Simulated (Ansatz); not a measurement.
## Si: pressure series

The parent structure is Si in the diamond structure (space group Fd-3m, No. 227).

```
Si
1.0
    0.00000     2.72203     2.72203
    2.72203     0.00000     2.72203
    2.72203     2.72203     0.00000
Si
2
Direct
  0.50000   0.50000   0.50000
  0.75000   0.75000   0.75000
```

Cell and atoms are relaxed at each pressure.

Level of theory: DFT with r2SCAN, PAW potentials and a 500 eV plane-wave cutoff in Ansatz (a first-principles code), no SOC, earlier PAW set.

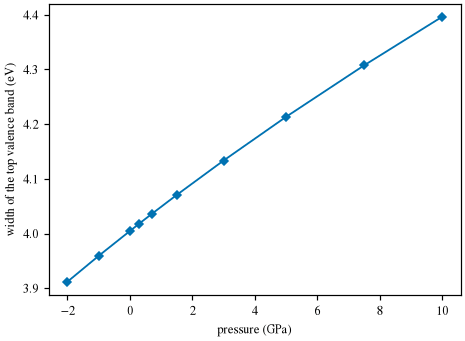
Figure: Width of the top valence band against pressure

Task: From the plot, what is the width of the top valence band for pressure 3 GPa?

Result: About 4.13 eV.

Task: Is the trend monotonic over the range shown?

Result: Yes, it rises throughout, spanning 3.91 eV to 4.40 eV.

The levels and masses belong to the bands next to the band gap. Load acts through the strain it causes; cell and atoms are relaxed under it. Whether these cells are dynamically stable was not tested. Tetrahedral semiconductors of this kind turn to denser phases somewhere between about 1 and 50 GPa; those were not computed, so compressed cells here can lie past the real transition.
